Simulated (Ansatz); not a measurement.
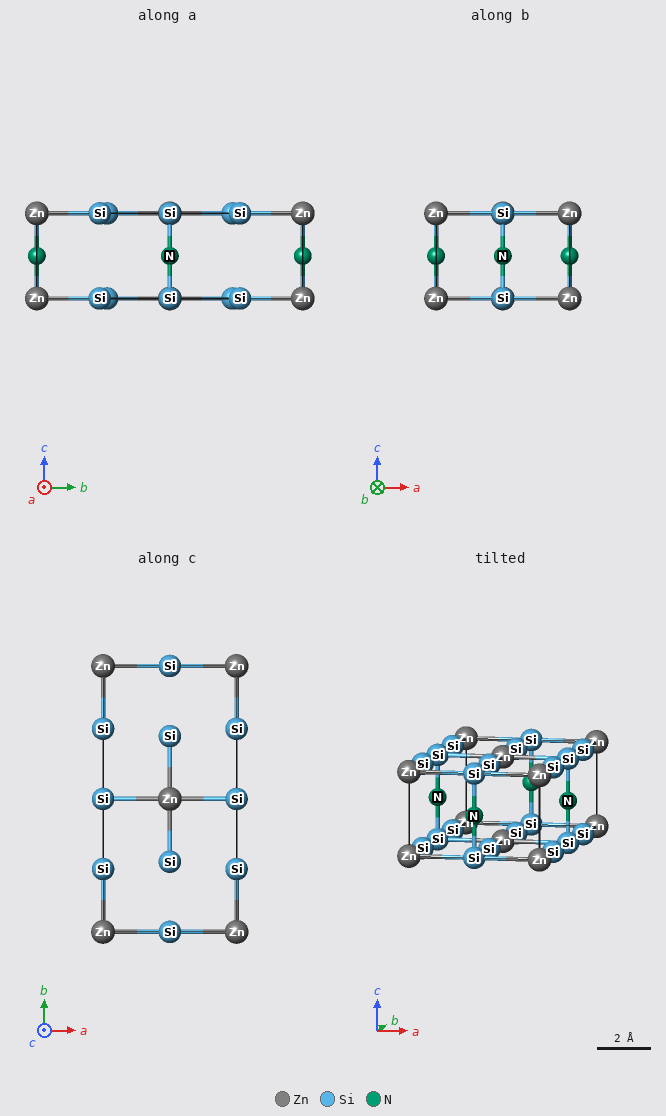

The figure gives a ball-and-stick picture of the atoms, viewed along the a axis, along the b axis, along the c axis and slightly off an axis. One conventional unit cell is framed, with atoms on its boundary repeated.

Lattice parameters: a = 5.124 Å, b = 10.204 Å, c = 3.264 Å, α = 90.00°, β = 90.00°, γ = 90.00°. Put a along x and b in the xy plane.

Q: Write the structure as a POSCAR file, with free fractional coordinates to two decimals.

A:
```
Zn Si N
1.0
     5.124    0.000    0.000
     0.000   10.204    0.000
     0.000    0.000    3.264
Zn Si N
2 6 2
Direct
  0.00 0.00 0.00
  0.50 0.50 0.00
  0.00 0.24 0.00
  0.50 0.26 0.00
  0.50 0.00 0.00
  0.50 0.74 0.00
  0.00 0.76 0.00
  0.00 0.50 0.00
  0.50 0.00 0.50
  0.00 0.50 0.50
```

Starting structure: a random cell made by a generator, so it need not be a real form of the compound. Earlier steps of the study may have refined or changed the cell and positions. A calculation with Ansatz used it as input.
